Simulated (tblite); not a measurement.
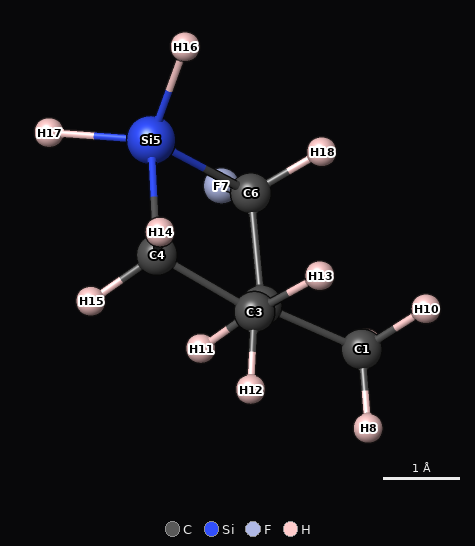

**Figure 1.** The starting structure (ball-and-stick view, seen at a tilt; atoms are numbered from 1 in the order of the input).

Geometry relaxation, with input and output: C₅H₁₁FSi

The run: geometry relaxation of C₅H₁₁FSi, SMILES C[C@H]1CC[SiH2][C@@H]1F. Method and program: GFN2-xTB geometry optimisation, gas phase (tblite 0.8.0).

### The program's output
```
step      E/eV     max force
  0    -619.66710    1.207
  1    -619.73643    0.636
  2    -619.76538    0.314
  3    -619.77548    0.212
  4    -619.78163    0.189
  5    -619.78614    0.167
  6    -619.78982    0.150
  7    -619.79290    0.149
  8    -619.79507    0.114
  9    -619.79607    0.059
 10    -619.79650    0.051
 11    -619.79683    0.049
 12    -619.79720    0.044
 13    -619.79751    0.041
 14    -619.79771    0.028
 15    -619.79771    0.028
 16    -619.79778    0.022
 17    -619.79795    0.019
 18    -619.79799    0.018
 19    -619.79806    0.018
 20    -619.79812    0.017
 21    -619.79820    0.024
 22    -619.79827    0.021
 23    -619.79833    0.016
 24    -619.79837    0.017
 25    -619.79840    0.014
 26    -619.79843    0.014
 27    -619.79846    0.012
 28    -619.79849    0.013
 29    -619.79852    0.012
 30    -619.79855    0.010
 31    -619.79857    0.011
 32    -619.79858    0.010
 33    -619.79860    0.009
 34    -619.79862    0.012
 35    -619.79865    0.012
 36    -619.79867    0.012
 37    -619.79869    0.011
 38    -619.79871    0.011
 39    -619.79873    0.012
 40    -619.79874    0.010
 41    -619.79876    0.008
 42    -619.79877    0.007
 43    -619.79878    0.009
 44    -619.79879    0.008
 45    -619.79880    0.008
 46    -619.79881    0.008
 47    -619.79882    0.007
 48    -619.79883    0.006
 49    -619.79883    0.007
 50    -619.79884    0.005
 51    -619.79884    0.003
```

### Trajectory as extended XYZ (Å, eV, eV/Å), 12 frames, from step=0 to step=51
```
18
Properties=species:S:1:pos:R:3:forces:R:3 step=0 energy=-619.66710
C     2.2041    0.0978    0.0889   -0.1430   0.1670   0.1800
C     0.7239    0.2279   -0.3135    0.4910  -0.7230   0.8320
C     0.0491   -1.1573   -0.4062   -0.7510   0.4350  -0.2150
C    -1.4656   -0.9011   -0.6580    0.1630  -0.0170   0.8430
Si   -1.8993    0.6272    0.4342   -0.9700  -0.4900  -0.3820
C    -0.0737    1.0515    0.7262   -0.0130  -0.7110  -0.3930
F     0.1530    2.3794    0.5206    0.3670   0.8060   0.1740
H     2.7545   -0.4745   -0.6523   -0.0110  -0.0520  -0.0290
H     2.6654    1.0861    0.1639   -0.1030  -0.1270   0.0010
H     2.3049   -0.4004    1.0620   -0.0790   0.1120  -0.2780
H     0.6822    0.7233   -1.2825   -0.1930   0.1080  -0.0140
H     0.4608   -1.7560   -1.2209    0.1170   0.0780   0.0770
H     0.1765   -1.7180    0.5313    0.0150   0.2620  -0.2240
H    -2.0630   -1.7789   -0.3755    0.2220   0.2030  -0.3470
H    -1.6514   -0.6521   -1.6981    0.0530  -0.2350  -0.1020
H    -2.5963    0.2191    1.6884    0.2050   0.2360  -0.3590
H    -2.6429    1.6333   -0.3785    0.2940  -0.2500   0.4230
H     0.2091    0.7989    1.7582    0.3370   0.2000  -0.1850
18
Properties=species:S:1:pos:R:3:forces:R:3 step=4 energy=-619.78163
C     2.2038    0.0969    0.0927   -0.0600  -0.0160   0.0140
C     0.7326    0.2097   -0.2948   -0.0780   0.0770   0.0340
C     0.0272   -1.1444   -0.4107    0.0340   0.0240   0.0300
C    -1.4679   -0.8990   -0.6401    0.0160  -0.1260  -0.0660
Si   -1.9343    0.6017    0.4162    0.1780   0.0440   0.0370
C    -0.0802    1.0394    0.7097   -0.0160   0.0740   0.0340
F     0.1739    2.3961    0.5357    0.0590  -0.0530   0.0200
H     2.7518   -0.4762   -0.6513    0.0010  -0.0280  -0.0170
H     2.6572    1.0835    0.1645   -0.0520   0.0050   0.0020
H     2.3033   -0.3986    1.0552    0.0230  -0.0400   0.0480
H     0.6704    0.7196   -1.2615   -0.0480   0.0350  -0.0240
H     0.4621   -1.7437   -1.2131   -0.0090   0.0560  -0.0340
H     0.1740   -1.6998    0.5171   -0.0290   0.0120   0.0810
H    -2.0521   -1.7800   -0.3976   -0.0080  -0.1750  -0.0700
H    -1.6447   -0.6738   -1.6896    0.0060  -0.0740  -0.1160
H    -2.5883    0.2352    1.6706   -0.0520   0.0500   0.0430
H    -2.6296    1.6248   -0.3528   -0.0410   0.0940   0.0490
H     0.2320    0.8150    1.7383    0.0770   0.0410  -0.0660
18
Properties=species:S:1:pos:R:3:forces:R:3 step=9 energy=-619.79607
C     2.1950    0.0930    0.0957    0.0010   0.0050  -0.0210
C     0.7244    0.2149   -0.2924   -0.0040  -0.0060  -0.0310
C     0.0247   -1.1416   -0.4061   -0.0050  -0.0040  -0.0140
C    -1.4722   -0.9170   -0.6498   -0.0130   0.0330  -0.0110
Si   -1.9247    0.5984    0.4141   -0.0280  -0.0260  -0.0140
C    -0.0765    1.0486    0.7123    0.0140   0.0020   0.0170
F     0.1925    2.4012    0.5402   -0.0160  -0.0130  -0.0290
H     2.7443   -0.4789   -0.6499   -0.0220  -0.0010  -0.0040
H     2.6429    1.0816    0.1661    0.0030   0.0070   0.0140
H     2.3045   -0.4048    1.0587   -0.0440   0.0030  -0.0200
H     0.6567    0.7265   -1.2597    0.0060  -0.0080   0.0070
H     0.4647   -1.7282   -1.2147    0.0360  -0.0250   0.0390
H     0.1677   -1.6910    0.5282   -0.0040   0.0070  -0.0250
H    -2.0453   -1.8146   -0.4207    0.0410   0.0230  -0.0110
H    -1.6398   -0.6994   -1.7066    0.0070  -0.0250   0.0250
H    -2.5942    0.2531    1.6707    0.0090   0.0180  -0.0080
H    -2.6301    1.6397   -0.3293    0.0210   0.0170   0.0340
H     0.2563    0.8246    1.7314   -0.0020  -0.0060   0.0530
18
Properties=species:S:1:pos:R:3:forces:R:3 step=13 energy=-619.79751
C     2.1929    0.0939    0.0931   -0.0040  -0.0010   0.0060
C     0.7230    0.2153   -0.2940    0.0060   0.0040   0.0210
C     0.0248   -1.1410   -0.4077    0.0210   0.0020   0.0040
C    -1.4716   -0.9159   -0.6522    0.0290  -0.0210  -0.0060
Si   -1.9251    0.5963    0.4131    0.0200   0.0160   0.0120
C    -0.0752    1.0473    0.7158   -0.0200  -0.0200  -0.0140
F     0.1911    2.3993    0.5353   -0.0150  -0.0100   0.0070
H     2.7403   -0.4797   -0.6517    0.0030   0.0050  -0.0120
H     2.6418    1.0821    0.1686    0.0010  -0.0080  -0.0040
H     2.2960   -0.4054    1.0553   -0.0150  -0.0100  -0.0010
H     0.6557    0.7272   -1.2605   -0.0150   0.0100   0.0020
H     0.4716   -1.7319   -1.2090    0.0070  -0.0110  -0.0030
H     0.1660   -1.6892    0.5266   -0.0050   0.0040   0.0200
H    -2.0385   -1.8160   -0.4240   -0.0100  -0.0080   0.0170
H    -1.6387   -0.7051   -1.7084   -0.0040   0.0180  -0.0320
H    -2.5941    0.2579    1.6706   -0.0030  -0.0050   0.0080
H    -2.6265    1.6459   -0.3206    0.0130   0.0180   0.0110
H     0.2577    0.8253    1.7380   -0.0090   0.0160  -0.0370
18
Properties=species:S:1:pos:R:3:forces:R:3 step=18 energy=-619.79799
C     2.1926    0.0936    0.0932   -0.0020  -0.0010  -0.0050
C     0.7233    0.2153   -0.2940   -0.0090   0.0030  -0.0060
C     0.0266   -1.1418   -0.4073   -0.0060   0.0010  -0.0010
C    -1.4698   -0.9171   -0.6539   -0.0030   0.0050   0.0010
Si   -1.9245    0.5959    0.4133    0.0000  -0.0110  -0.0050
C    -0.0761    1.0462    0.7144   -0.0050   0.0070   0.0020
F     0.1886    2.3988    0.5352   -0.0130  -0.0020  -0.0070
H     2.7396   -0.4787   -0.6531    0.0040  -0.0010  -0.0050
H     2.6419    1.0812    0.1687    0.0040   0.0010   0.0060
H     2.2932   -0.4072    1.0548   -0.0020  -0.0070  -0.0030
H     0.6534    0.7285   -1.2598   -0.0010  -0.0020  -0.0020
H     0.4741   -1.7337   -1.2081    0.0070  -0.0060   0.0130
H     0.1653   -1.6880    0.5291    0.0000   0.0070  -0.0030
H    -2.0379   -1.8166   -0.4229    0.0050   0.0080  -0.0050
H    -1.6383   -0.7043   -1.7108    0.0080  -0.0040   0.0110
H    -2.5943    0.2581    1.6712    0.0030  -0.0050  -0.0030
H    -2.6237    1.6494   -0.3173    0.0120   0.0100   0.0090
H     0.2572    0.8268    1.7356   -0.0010  -0.0030   0.0010
18
Properties=species:S:1:pos:R:3:forces:R:3 step=23 energy=-619.79833
C     2.1918    0.0930    0.0916    0.0020   0.0020  -0.0010
C     0.7223    0.2164   -0.2954    0.0070  -0.0010  -0.0010
C     0.0270   -1.1415   -0.4062    0.0030   0.0000   0.0070
C    -1.4687   -0.9172   -0.6543   -0.0040  -0.0030  -0.0060
Si   -1.9253    0.5938    0.4129    0.0070   0.0080   0.0060
C    -0.0784    1.0462    0.7131    0.0120   0.0000   0.0000
F     0.1801    2.3997    0.5321    0.0010  -0.0040   0.0000
H     2.7401   -0.4773   -0.6556   -0.0080   0.0020  -0.0050
H     2.6434    1.0792    0.1718   -0.0040   0.0030   0.0040
H     2.2912   -0.4118    1.0515   -0.0030  -0.0040  -0.0040
H     0.6508    0.7290   -1.2613    0.0060  -0.0030  -0.0020
H     0.4776   -1.7374   -1.2022   -0.0050   0.0040  -0.0010
H     0.1649   -1.6839    0.5321   -0.0020   0.0010   0.0160
H    -2.0378   -1.8154   -0.4237   -0.0010  -0.0120  -0.0070
H    -1.6347   -0.7038   -1.7107   -0.0020  -0.0020  -0.0120
H    -2.5935    0.2538    1.6703   -0.0070  -0.0080   0.0050
H    -2.6157    1.6566   -0.3113   -0.0060   0.0080  -0.0030
H     0.2560    0.8270    1.7338    0.0050   0.0090   0.0060
18
Properties=species:S:1:pos:R:3:forces:R:3 step=27 energy=-619.79846
C     2.1918    0.0930    0.0908   -0.0010  -0.0030   0.0020
C     0.7226    0.2167   -0.2959   -0.0060  -0.0020   0.0050
C     0.0270   -1.1413   -0.4044   -0.0060  -0.0010   0.0000
C    -1.4688   -0.9175   -0.6553    0.0020   0.0020   0.0010
Si   -1.9248    0.5941    0.4135   -0.0070  -0.0080  -0.0050
C    -0.0776    1.0461    0.7131   -0.0080   0.0040   0.0010
F     0.1775    2.3998    0.5306    0.0100   0.0060   0.0000
H     2.7389   -0.4763   -0.6579    0.0020   0.0060  -0.0060
H     2.6431    1.0792    0.1740   -0.0010  -0.0010  -0.0010
H     2.2900   -0.4145    1.0491    0.0040  -0.0040   0.0020
H     0.6512    0.7283   -1.2625    0.0000  -0.0020   0.0050
H     0.4779   -1.7383   -1.1994   -0.0020  -0.0020   0.0030
H     0.1642   -1.6816    0.5356   -0.0060   0.0060  -0.0010
H    -2.0374   -1.8170   -0.4261    0.0040   0.0050  -0.0050
H    -1.6335   -0.7045   -1.7125    0.0030   0.0000   0.0050
H    -2.5943    0.2505    1.6702    0.0010  -0.0020  -0.0080
H    -2.6135    1.6605   -0.3090    0.0010  -0.0080   0.0060
H     0.2571    0.8290    1.7344    0.0090   0.0060  -0.0050
18
Properties=species:S:1:pos:R:3:forces:R:3 step=32 energy=-619.79858
C     2.1913    0.0923    0.0904    0.0010   0.0010   0.0000
C     0.7219    0.2167   -0.2951    0.0010  -0.0010  -0.0040
C     0.0262   -1.1410   -0.4026   -0.0010  -0.0020   0.0010
C    -1.4687   -0.9175   -0.6563   -0.0020   0.0010  -0.0030
Si   -1.9251    0.5928    0.4133    0.0090   0.0020   0.0030
C    -0.0780    1.0474    0.7133    0.0080   0.0020  -0.0020
F     0.1776    2.4010    0.5288   -0.0010  -0.0010  -0.0060
H     2.7381   -0.4732   -0.6614    0.0010   0.0010   0.0000
H     2.6421    1.0784    0.1761    0.0000   0.0020   0.0040
H     2.2904   -0.4184    1.0469    0.0060  -0.0030  -0.0010
H     0.6512    0.7272   -1.2621   -0.0040   0.0040  -0.0010
H     0.4777   -1.7400   -1.1955    0.0040  -0.0030   0.0040
H     0.1614   -1.6782    0.5393   -0.0040  -0.0050   0.0020
H    -2.0368   -1.8177   -0.4296   -0.0030   0.0020   0.0030
H    -1.6314   -0.7047   -1.7137    0.0020   0.0070  -0.0010
H    -2.5952    0.2462    1.6681   -0.0020  -0.0040   0.0040
H    -2.6118    1.6621   -0.3053   -0.0080  -0.0010  -0.0040
H     0.2602    0.8327    1.7337   -0.0050  -0.0010   0.0030
18
Properties=species:S:1:pos:R:3:forces:R:3 step=37 energy=-619.79869
C     2.1916    0.0919    0.0899    0.0030   0.0010  -0.0030
C     0.7218    0.2162   -0.2949    0.0030  -0.0010   0.0050
C     0.0253   -1.1415   -0.4007    0.0050   0.0010   0.0030
C    -1.4687   -0.9166   -0.6576    0.0050   0.0040   0.0020
Si   -1.9238    0.5928    0.4141   -0.0110   0.0010  -0.0010
C    -0.0767    1.0488    0.7129   -0.0090  -0.0060   0.0010
F     0.1784    2.4020    0.5248    0.0000  -0.0050   0.0000
H     2.7384   -0.4697   -0.6648    0.0050   0.0010  -0.0030
H     2.6408    1.0784    0.1795    0.0000   0.0000   0.0020
H     2.2935   -0.4232    1.0441   -0.0050   0.0020  -0.0060
H     0.6496    0.7271   -1.2618    0.0040  -0.0080   0.0020
H     0.4790   -1.7431   -1.1904   -0.0020   0.0000  -0.0010
H     0.1569   -1.6771    0.5427    0.0020   0.0000   0.0020
H    -2.0379   -1.8165   -0.4320   -0.0040   0.0070  -0.0050
H    -1.6286   -0.7017   -1.7150   -0.0020   0.0020   0.0010
H    -2.5960    0.2411    1.6669    0.0070   0.0020   0.0010
H    -2.6137    1.6614   -0.3032   -0.0020  -0.0030   0.0000
H     0.2613    0.8359    1.7339   -0.0010   0.0030  -0.0010
18
Properties=species:S:1:pos:R:3:forces:R:3 step=41 energy=-619.79876
C     2.1926    0.0919    0.0889   -0.0040  -0.0010   0.0030
C     0.7222    0.2152   -0.2939   -0.0020   0.0000  -0.0010
C     0.0254   -1.1421   -0.3987   -0.0020   0.0000   0.0000
C    -1.4679   -0.9150   -0.6583   -0.0020  -0.0030  -0.0020
Si   -1.9246    0.5929    0.4144    0.0060  -0.0010  -0.0010
C    -0.0770    1.0487    0.7128    0.0040   0.0030  -0.0010
F     0.1785    2.4014    0.5216   -0.0040   0.0010   0.0010
H     2.7398   -0.4668   -0.6678    0.0000   0.0080   0.0010
H     2.6403    1.0788    0.1823    0.0010  -0.0030  -0.0030
H     2.2948   -0.4264    1.0411    0.0020  -0.0020   0.0030
H     0.6492    0.7252   -1.2612    0.0020  -0.0050  -0.0020
H     0.4797   -1.7453   -1.1869   -0.0040   0.0000   0.0010
H     0.1544   -1.6765    0.5458    0.0030   0.0010  -0.0010
H    -2.0395   -1.8137   -0.4348   -0.0020  -0.0030  -0.0020
H    -1.6267   -0.6989   -1.7156    0.0060   0.0030  -0.0010
H    -2.5949    0.2379    1.6669    0.0040   0.0030   0.0060
H    -2.6163    1.6602   -0.3023   -0.0040   0.0020  -0.0010
H     0.2614    0.8386    1.7342   -0.0030  -0.0020   0.0000
18
Properties=species:S:1:pos:R:3:forces:R:3 step=46 energy=-619.79881
C     2.1926    0.0916    0.0891    0.0020   0.0010  -0.0010
C     0.7221    0.2143   -0.2935    0.0020   0.0020   0.0000
C     0.0246   -1.1428   -0.3971    0.0030   0.0010   0.0010
C    -1.4680   -0.9143   -0.6591    0.0010   0.0000   0.0020
Si   -1.9245    0.5929    0.4145   -0.0030   0.0000   0.0010
C    -0.0770    1.0491    0.7122   -0.0030   0.0000  -0.0020
F     0.1776    2.4018    0.5196    0.0020   0.0010   0.0010
H     2.7409   -0.4626   -0.6700   -0.0010  -0.0060   0.0010
H     2.6399    1.0785    0.1841   -0.0050   0.0030   0.0060
H     2.2962   -0.4294    1.0396    0.0010   0.0010  -0.0020
H     0.6496    0.7223   -1.2618   -0.0010   0.0020  -0.0010
H     0.4791   -1.7472   -1.1842   -0.0010  -0.0020  -0.0010
H     0.1533   -1.6758    0.5482   -0.0030  -0.0020   0.0010
H    -2.0413   -1.8126   -0.4381    0.0010  -0.0030  -0.0040
H    -1.6233   -0.6960   -1.7165    0.0010   0.0000   0.0000
H    -2.5923    0.2369    1.6684    0.0040   0.0040   0.0010
H    -2.6190    1.6595   -0.3012    0.0010  -0.0020   0.0030
H     0.2608    0.8402    1.7342    0.0010   0.0000  -0.0050
18
Properties=species:S:1:pos:R:3:forces:R:3 step=51 energy=-619.79884
C     2.1927    0.0917    0.0890   -0.0020   0.0000   0.0000
C     0.7223    0.2140   -0.2937   -0.0010  -0.0020  -0.0010
C     0.0245   -1.1432   -0.3961   -0.0020  -0.0010  -0.0010
C    -1.4678   -0.9142   -0.6594    0.0000   0.0000  -0.0020
Si   -1.9247    0.5926    0.4147    0.0000  -0.0010   0.0000
C    -0.0773    1.0496    0.7111    0.0010  -0.0010   0.0000
F     0.1774    2.4023    0.5187    0.0010  -0.0010  -0.0030
H     2.7411   -0.4615   -0.6708    0.0010   0.0020   0.0020
H     2.6384    1.0791    0.1865    0.0000  -0.0010  -0.0010
H     2.2972   -0.4308    1.0387   -0.0030   0.0000   0.0010
H     0.6498    0.7211   -1.2625    0.0000   0.0010   0.0000
H     0.4784   -1.7486   -1.1828    0.0030   0.0000   0.0010
H     0.1520   -1.6759    0.5496    0.0000   0.0020   0.0000
H    -2.0420   -1.8127   -0.4412    0.0030   0.0000   0.0000
H    -1.6209   -0.6943   -1.7168   -0.0020   0.0010   0.0000
H    -2.5896    0.2377    1.6702    0.0000   0.0010   0.0030
H    -2.6207    1.6587   -0.2999   -0.0010   0.0000   0.0000
H     0.2605    0.8408    1.7329    0.0010  -0.0010   0.0010
```

The run was set up as follows.

### Input file
```
{"job": {"xc": "GFN2-xTB", "basis": "xTB", "kind": "relax"}, "charge": 0, "multiplicity": 1}
C      2.204100     0.097800     0.088900
C      0.723900     0.227900    -0.313500
C      0.049100    -1.157300    -0.406200
C     -1.465600    -0.901100    -0.658000
Si    -1.899300     0.627200     0.434200
C     -0.073700     1.051500     0.726200
F      0.153000     2.379400     0.520600
H      2.754500    -0.474500    -0.652300
H      2.665400     1.086100     0.163900
H      2.304900    -0.400400     1.062000
H      0.682200     0.723300    -1.282500
H      0.460800    -1.756000    -1.220900
H      0.176500    -1.718000     0.531300
H     -2.063000    -1.778900    -0.375500
H     -1.651400    -0.652100    -1.698100
H     -2.596300     0.219100     1.688400
H     -2.642900     1.633300    -0.378500
H      0.209100     0.798900     1.758200
```

The first line tells a small driver script what to run in tblite; the rest is the geometry in Å.

Run as:
```bash
OMP_NUM_THREADS=1 python <driver script> task.json out
```

### Results in brief

| quantity | value |
| --- | --- |
| outcome | converged |
| total energy | −619.7988 eV |
| hardware | 1 CPU thread, shared host |
| peak memory | 0.2 GiB |
